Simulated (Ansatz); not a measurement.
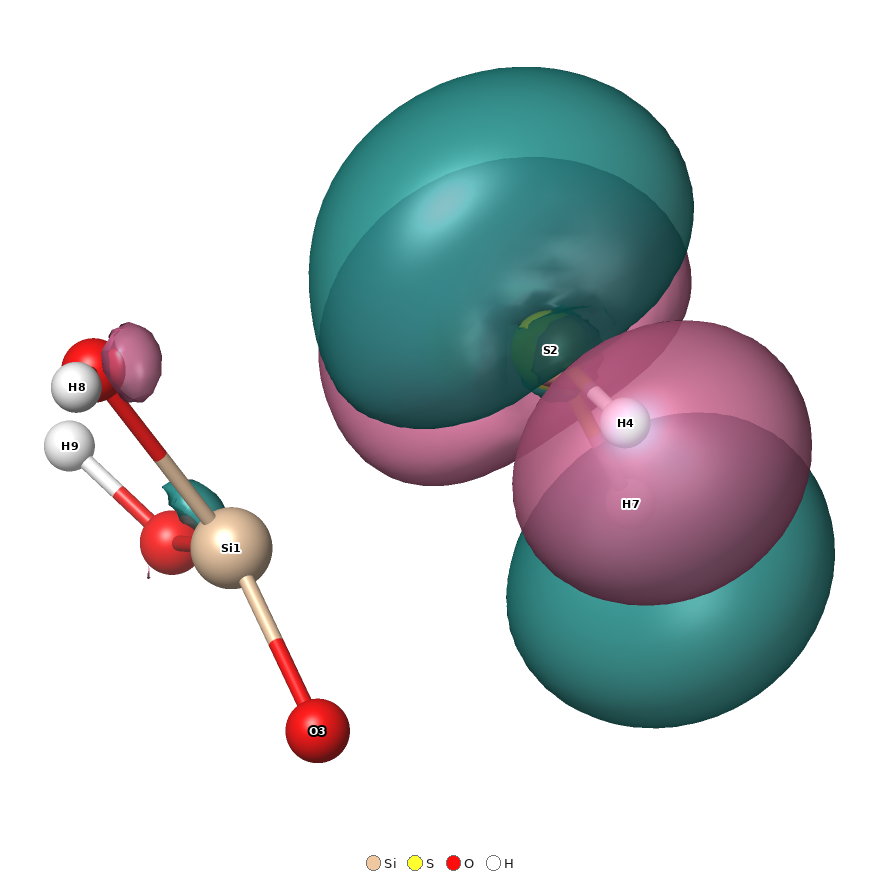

The picture shows: H2O3Si···H2S. One frontier orbital at ±0.1 Å⁻³ᐟ² (teal and pink are the two phases), seen from one side.

The product side of a reaction path; geometry: PBE0-D4/def2-TZVP.

All numbers below come from RKS PBE0-D4/def2-TZVPP (Ansatz 0.2.0).

```yaml
atoms:
  - { symbol: Si, position_ang: [-0.4660, -0.4804, -0.1513] }
  - { symbol: S, position_ang: [1.4977, 0.9008, 0.5170] }
  - { symbol: O, position_ang: [-0.1991, -1.7068, 0.7053] }
  - { symbol: H, position_ang: [1.4803, 0.3702, 1.7524] }
  - { symbol: O, position_ang: [-1.6426, 0.6208, 0.1434] }
  - { symbol: O, position_ang: [-0.1563, -0.3643, -1.7476] }
  - { symbol: H, position_ang: [2.3222, -0.0577, 0.0598] }
  - { symbol: H, position_ang: [-2.1375, 0.4523, 0.9488] }
  - { symbol: H, position_ang: [-0.6988, 0.2652, -2.2279] }
```

**Which orbital is it: HOMO or LUMO?**

The LUMO, at −0.52 eV. It lies mainly on S2 (about 60 %), H7 (about 20 %) and H4 (about 15 %).
